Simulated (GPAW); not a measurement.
# Polarising a 8-layer slab of Sr(100) with a field along the normal

The dipole of the cell at several fields, atoms fixed. What does the strongest field give, and what length does the slope stand for?

Set-up. GPAW 26.7.0, plane waves (400 eV), PAW setups, PBE, 7×7 mesh, a dipole layer in the vacuum; geometry relaxed without an applied field with GPAW. The cell's area is 18.48 Å², and e/ε0 = 180.95 V Å.

The runs, one held back:

| field (V/Å) | dipole (e Å) |
| --- | --- |
| −0.2 | −0.5419 |
| −0.1 | −0.2703 |
| −0.05 | −0.1345 |
| 0.05 | 0.1365 |
| 0.1 | 0.2721 |
| 0.2 | 0.5437 |
| 0.3 | ? |

To predict: What is the dipole at 0.3 V/Å?

**Working.** A line through the 6 points has the slope α = 2.713 e Å per V/Å and the intercept p₀ = 0.0009 e Å (r.m.s. residual 1.5e−04). At 0.3 V/Å it gives p = 0.0009 + 2.713 × 0.3 = 0.8150 e Å; the run gives 0.8159 e Å, so the response stays linear to 0.1 % of the induced part. Dividing by ε0 and the area: α/(ε0 A) = 2.713 × 180.95 / 18.48 = 26.56 Å, against 21.24 Å between the outer nuclei. A metal screens fully, so the excess of 5.32 Å puts the image planes about 2.66 Å outside the outer atoms on average.

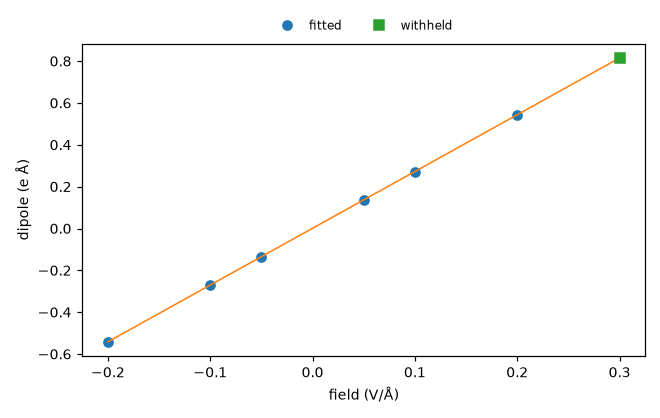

The line and the withheld run.

**Limits.** This is the electronic response alone; ions that move would add to it in polar layers. No run was spin-polarised, so magnetic states weren't tested.
